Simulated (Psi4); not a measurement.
# SnSiH5O (SMILES [SiH3][O][SnH2]) at UM06-2X/def2-SVPD (core potential)

What is the energy change on altering one bond length of SnSiH5O at UM06-2X/def2-SVPD (core potential)? 

Program for the calculation: Psi4 1.11.

## (1) The structure to begin with

The species is SnSiH5O (8 atoms), meant as a doublet with charge 0. SMILES: `[SiH3][O][SnH2]`. The shape is that of a PBE0-D4/def2-TZVP optimisation. This is one conformer, not always the lowest.

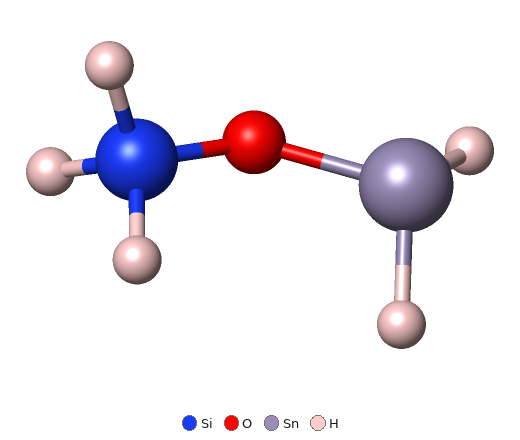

Viewed from a chosen angle; silicon blue, oxygen red, tin purple, hydrogen pink.

## (2) Energy and forces at UM06-2X/def2-SVPD (core potential)

Input file job.dat:

```
memory 1.6 GB

molecule m {
  0 2
  Si
  O 1 R2
  Sn 2 R3 1 A3
  H 1 R4 2 A4 3 D4
  H 1 R5 4 A5 2 D5
  H 1 R6 5 A6 4 D6
  H 3 R7 2 A7 1 D7
  H 3 R8 7 A8 2 D8

  R2 = 1.630783
  R3 = 1.969742
  A3 = 136.37606
  R4 = 1.492934
  A4 = 111.22512
  D4 = -24.69566
  R5 = 1.486688
  A5 = 108.70862
  D5 = 120.28181
  R6 = 1.489076
  A6 = 108.75934
  D6 = -117.20812
  R7 = 1.723309
  A7 = 102.36215
  D7 = 169.29388
  R8 = 1.729585
  A8 = 112.50934
  D8 = 112.15162
  symmetry c1
  no_reorient
  no_com
}

set basis def2-SVPD
set reference uks
set puream true
set e_convergence 1e-09
set d_convergence 1e-08
set scf_type pk
set dft_radial_points 99
set dft_spherical_points 590
set maxiter 100

e_tot, wfn = gradient("m06-2x", return_wfn=True)
oeprop(wfn, "LOWDIN_CHARGES", "MULLIKEN_CHARGES", "DIPOLE")
print_variables()
```

Command:

```
$ psi4 -n 1 job.dat job.out
```

job.out:

```text
[...]
    !!!  WARNING: ECP capability is in beta. Please check occupations closely.  !!!
[...]
  Running in c1 symmetry.
[...]
  Nuclear repulsion =  182.370566035199090
[...]
  Multiplicity = 2
[...]
  Nalpha       = 25
  Nbeta        = 24
[...]
    Number of basis functions: 119
[...]
   @UKS iter   1:  -581.48276067587574   -1.17369e+00   6.36196e-03 ADIIS/DIIS
[...]
   @UKS iter  13:  -581.74904972202069   -5.11591e-12   4.46835e-09 DIIS
[...]
   @S^2 Observed:                7.534812881E-01
[...]
    Orbital Energies [Eh]
    ---------------------
    Alpha Occupied:
       1A    -67.029247     2A    -19.625811     3A     -5.561463
       4A     -5.349807     5A     -3.875304     6A     -3.873964
       7A     -3.873776     8A     -3.665814     9A     -3.663853
      10A     -3.660748    11A     -1.190007    12A     -1.176304
      13A     -1.175826    14A     -1.172016    15A     -1.171832
      16A     -1.052282    17A     -0.626572    18A     -0.558163
      19A     -0.462763    20A     -0.456441    21A     -0.450043
      22A     -0.392397    23A     -0.369313    24A     -0.360948
      25A     -0.275628
    Alpha Virtual:
[...]
  @UKS Final Energy:  -581.74904972202069
   => Energetics <=
    Nuclear Repulsion Energy =            182.3705660351990900
    One-Electron Energy =               -1247.1738143014454181
    Two-Electron Energy =                 506.7532279082270179
    DFT Exchange-Correlation Energy =     -23.6990293640013832
    Empirical Dispersion Energy =           0.0000000000000000
    VV10 Nonlocal Energy =                  0.0000000000000000
    Total Energy =                       -581.7490497220206862
[...]
  -Total Gradient:
     Atom            X                  Y                   Z
    ------   -----------------  -----------------  -----------------
       1       -0.000048151141    -0.002053353392     0.017233449495
       2        0.000464180002    -0.008423830758    -0.005444778767
       3        0.002119764774     0.008731388881    -0.009099650618
       4        0.000028604750     0.000150805037    -0.000492608321
       5        0.000237173445     0.000439823879     0.000315797407
       6       -0.000320369398     0.000139272717    -0.000142785312
       7       -0.000454978228    -0.000957180688    -0.002502834582
       8       -0.001953866502     0.001750028590     0.000431980321
[...]
 Multipole Moments:
 ------------------------------------------------------------------------------------
     Multipole            Electronic (a.u.)      Nuclear  (a.u.)        Total (a.u.)
 ------------------------------------------------------------------------------------
 L = 1.  Multiply by 2.5417464519 to convert [e a0] to [Debye]
 Dipole X            :         -2.3361966            2.1821659           -0.1540307
 Dipole Y            :        -29.6360887           29.0527686           -0.5833200
 Dipole Z            :         56.5572223          -56.0362076            0.5210147
 Magnitude           :                                                    0.7971474
[...]
  Mulliken Charges: (a.u.)
   Center  Symbol    Alpha    Beta     Spin     Total
       1    SI     6.98229  6.98945 -0.00716  0.02826
       2     O     4.47413  4.41867  0.05546 -0.89280
       3    SN    11.00693 10.30569  0.70124  0.68737
       4     H     0.46752  0.46498  0.00254  0.06750
       5     H     0.45127  0.44946  0.00181  0.09927
       6     H     0.45747  0.45507  0.00240  0.08747
       7     H     0.57740  0.45836  0.11904 -0.03576
       8     H     0.58299  0.45832  0.12467 -0.04131
   Total alpha = 25.00000, Total beta = 24.00000, Total charge = -0.00000
[...]
```

Wall time 99 s (1 thread of Intel Xeon Platinum 8488C (Sapphire Rapids), shared host); peak memory 0.74 GiB.

## (3) The distorted shape: a single-point energy at UM06-2X/def2-SVPD (core potential)

Input file input.json:

```json
{
 "schema_name": "qcschema_input",
 "schema_version": 1,
 "molecule": {
  "schema_name": "qcschema_molecule",
  "schema_version": 2,
  "symbols": ["Si", "O", "Sn", "H", "H", "H", "H", "H"],
  "geometry": [-0.907352, 2.74125183, -0.43868291, 1.59615717, 1.28824142, 0.61880783, 2.29459995, -1.80769689, 2.56371395, -3.06163978, 0.9509253, -0.77505416, -0.3153008, 3.91533868, -2.92140509, -1.7305167, 4.75796755, 1.34276191, 5.52395292, -2.10438389, 2.26608209, 0.18405932, -4.88248539, 0.52761153],
  "molecular_charge": 0,
  "molecular_multiplicity": 2,
  "fix_symmetry": "c1"
 },
 "driver": "energy",
 "model": {
  "method": "m06-2x",
  "basis": "def2-SVPD"
 },
 "keywords": {
  "reference": "uks",
  "puream": true,
  "e_convergence": 1e-09,
  "d_convergence": 1e-08,
  "scf_type": "pk",
  "dft_radial_points": 99,
  "dft_spherical_points": 590,
  "maxiter": 100,
  "scf_properties": ["WIBERG_LOWDIN_INDICES", "LOWDIN_CHARGES", "DIPOLE"]
 }
}
```

Command:

```
$ psi4 --qcschema input.json -n 1 --memory 1600MB
```

stdout:

```text
[...]
    !!!  WARNING: ECP capability is in beta. Please check occupations closely.  !!!
[...]
  Running in c1 symmetry.
[...]
  Nuclear repulsion =  180.467568091440967
[...]
  Multiplicity = 2
[...]
  Nalpha       = 25
  Nbeta        = 24
[...]
    Number of basis functions: 119
[...]
   @UKS iter   1:  -581.41099083566917   -1.20534e+00   6.60257e-03 ADIIS/DIIS
[...]
   @UKS iter  15:  -581.71842505474217   -6.02540e-12   4.86801e-09 DIIS
[...]
   @S^2 Observed:                7.679994231E-01
[...]
    Orbital Energies [Eh]
    ---------------------
    Alpha Occupied:
       1A    -67.031866     2A    -19.632573     3A     -5.564196
       4A     -5.360603     5A     -3.878094     6A     -3.876626
       7A     -3.876479     8A     -3.676901     9A     -3.673839
      10A     -3.671217    11A     -1.198901    12A     -1.186530
      13A     -1.184890    14A     -1.182827    15A     -1.180897
      16A     -1.058406    17A     -0.627350    18A     -0.549781
      19A     -0.462020    20A     -0.456912    21A     -0.453416
      22A     -0.378561    23A     -0.369155    24A     -0.356598
      25A     -0.283640
    Alpha Virtual:
[...]
  @UKS Final Energy:  -581.71842505474217
   => Energetics <=
    Nuclear Repulsion Energy =            180.4675680914409668
    One-Electron Energy =               -1243.1380350195890969
    Two-Electron Energy =                 504.6215223482184911
    DFT Exchange-Correlation Energy =     -23.6694804748126124
    Empirical Dispersion Energy =           0.0000000000000000
    VV10 Nonlocal Energy =                  0.0000000000000000
    Total Energy =                       -581.7184250547421698
[...]
 Multipole Moments:
 ------------------------------------------------------------------------------------
     Multipole            Electronic (a.u.)      Nuclear  (a.u.)        Total (a.u.)
 ------------------------------------------------------------------------------------
 L = 1.  Multiply by 2.5417464519 to convert [e a0] to [Debye]
 Dipole X            :         29.1471662          -28.8814238            0.2657424
 Dipole Y            :        -45.6915400           45.4315846           -0.2599554
 Dipole Z            :         33.6433465          -32.9611667            0.6821798
 Magnitude           :                                                    0.7768945
[...]
```

The result, in JSON:

```text
{
 "driver": "energy",
 "model": {
  "method": "m06-2x",
  "basis": "def2-SVPD"
 },
 "success": true,
 "return_result": -581.7184250547422,
 "properties": {
  "calcinfo_nbasis": 119,
  "calcinfo_nmo": 119,
  "calcinfo_nalpha": 25,
  "calcinfo_nbeta": 24,
  "calcinfo_natom": 8,
  "nuclear_repulsion_energy": 180.46756809144097,
  "return_energy": -581.7184250547422,
  "scf_one_electron_energy": -1243.138035019589,
  "scf_two_electron_energy": 504.6215223482185,
  "scf_xc_energy": -23.669480474812612,
  "scf_dipole_moment": [0.2657424258390222, -0.2599553710407747, 0.6821797665567431],
  "scf_total_energy": -581.7184250547422,
  "scf_iterations": 15
 }
}
```

Wall time 2.2 min (1 thread of Intel Xeon Platinum 8488C (Sapphire Rapids), shared host); peak memory 0.74 GiB.

## (4) Results

At UM06-2X/def2-SVPD (core potential):

| quantity | value |
| --- | --- |
| first shape: total energy | -581.74905 Eh |
| first shape: dipole moment | 2.03 D |
| first shape: HOMO energy (highest over α and β) | -7.50 eV |
| first shape: LUMO energy (lowest over α and β) | -3.17 eV |
| first shape: ⟨S²⟩ | 0.753 |
| first shape: largest force on an atom | 0.892 eV/Å |
| distorted shape: total energy | -581.71843 Eh |
| distorted shape: dipole moment | 1.97 D |
| distorted shape: HOMO energy (highest over α and β) | -7.72 eV |
| distorted shape: LUMO energy (lowest over α and β) | -3.20 eV |
| distorted shape: ⟨S²⟩ | 0.768 |
| energy change with the Sn3–H8 bond stretched from 1.730 to 2.249 Å | 0.833 eV |

**Reading.** With the Sn3–H8 bond stretched from 1.730 to 2.249 Å the energy rises by 0.83 eV (80.4 kJ/mol). The first shape isn't relaxed at this level, so the change isn't measured from a minimum. The largest force (first shape) is 0.89 eV/Å: the shape isn't a stationary point for this species at this level. Mulliken charges (first shape) run from -0.89 on O2 to +0.69 on Sn3; in a basis this large or diffuse they mean little.
